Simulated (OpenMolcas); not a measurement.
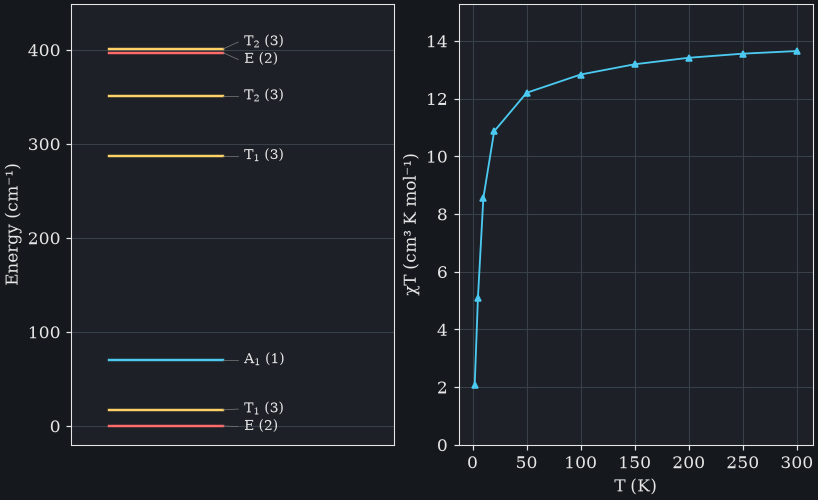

Levels of a 4f ion of charge +2 as a dopant in CsCaF₃, a cluster with its 6 nearest F⁻ at 2.185 Å (octahedron) embedded in model potentials and point charges; the geometry was set, not optimised. Labels give the representation in O, Td, D4 or D3 as the site allows (double group for half-integer spin) where it could be assigned and, in brackets, the degeneracy; spin-free states, where drawn, share the zero of the spin-orbit levels. The calculation used state-averaged CASSCF, the open shell active, basis ANO-RCC-VDZP on all atoms, DKH2 scalar Hamiltonian, spin-orbit coupling by RASSI with atomic mean-field integrals (OpenMolcas). Powder susceptibility by Van Vleck's formula.

### Which ion is the dopant?

Dy²⁺ (4f¹⁰). The ground level is E, doubly degenerate, 95 % from states of spin multiplicity 5, effective J = 8.00, with |mJ| = 2 the largest share (50 %). Its principal g values are all close to zero. The next level lies at 17 cm⁻¹ (T₁). The lowest J multiplet spreads over 401 cm⁻¹. χT is 2.07 cm³ K mol⁻¹ at 2 K and 13.6 at 300 K, an effective moment of 10.45 μB. The active orbitals hold 99 to 100 % metal character (Löwdin), and the Mulliken charge of the metal is +1.82.

Note: high states of lower spin left out of the spin-orbit mixing; the geometry is set by hand, with no relaxation and no charge compensation; spin-free states above about 43,000 cm⁻¹ are left out of the spin-orbit step.
